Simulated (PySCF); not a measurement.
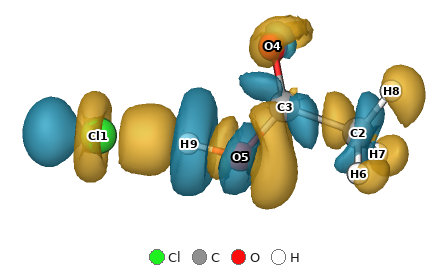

Figure 1: C₂H₄ClO₂, charge −1, SMILES `[Cl-].CC(=O)O`. Density of the complex less the densities of the two fragments at the same geometry, ±0.01 e/Å³ (yellow: gain, teal: loss). Fragment A: Cl(−1) (atom 1); fragment B: H4C2O2.

Method: B3LYP/6-311+G**; geometry: GFN2-xTB; program: PySCF. GFN2-xTB bond lengths at metals and heavier atoms can be off by up to 0.1 Å and shapes distorted, which carries into these values.

Geometry (Å), atoms numbered from 1:

```
Cl1     -2.4666   -0.0319   -0.0077
C2       2.6025   -0.5028   -0.0148
C3       1.2170    0.1557    0.0108
O4       1.0953    1.3588    0.0048
O5       0.2744   -0.7357    0.0255
H6       2.5986   -1.3923    0.6086
H7       2.8250   -0.7950   -1.0391
H8       3.3546    0.2028    0.3274
H9      -0.7211   -0.3753    0.0156
```

### How is the density rearranged on binding?

Hirshfeld charges show 0.096 e passing from A to B. By Hirshfeld charges, electrons gather most on O4 (−0.030 e) and leave Cl1 most (+0.096 e); 0.37 e is displaced in all.

### What is the interaction energy, and which contacts carry it?

The counterpoise-corrected interaction energy of the frozen fragments is −24.3 kcal/mol without dispersion correction and −25.7 kcal/mol with D3(BJ). The pair geometry is semi-empirical, not a minimum at this level. Contacts: Cl1···H9, hydrogen bond, 1.78 Å, ρ = 0.068 a.u. The pose is a local one from a semi-empirical search, not shown to be the most stable.
